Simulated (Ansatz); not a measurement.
## Response to strain in Ta

Take Ta in the bcc (W type) structure (space group Im-3m, No. 229; a = 3.282 Å; relaxed with 0.1 eV smearing) as the base.

Strains are applied to the cell and any free atomic positions relax.

Method: DFT with PBEsol, PAW potentials and a 420 eV plane-wave cutoff in Ansatz (an electronic-structure program), scalar-relativistic without spin-orbit coupling.

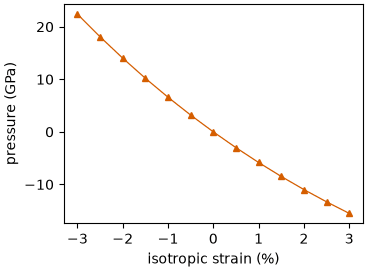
Fig. 1. Pressure against isotropic strain

```
isotropic strain (%)   pressure
--------------------  ---------
-3                     22.4 GPa
-2.5                   18.1 GPa
-2                     14.0 GPa
-1.5                   10.2 GPa
-1                      6.6 GPa
-0.5                    3.2 GPa
0.5                    -3.0 GPa
1                      -5.8 GPa
1.5                    -8.5 GPa
2                     -11.0 GPa
2.5                   -13.3 GPa
3                     -15.5 GPa
```

Whether these cells are dynamically stable was not tested. The final runs are not spin-polarised.
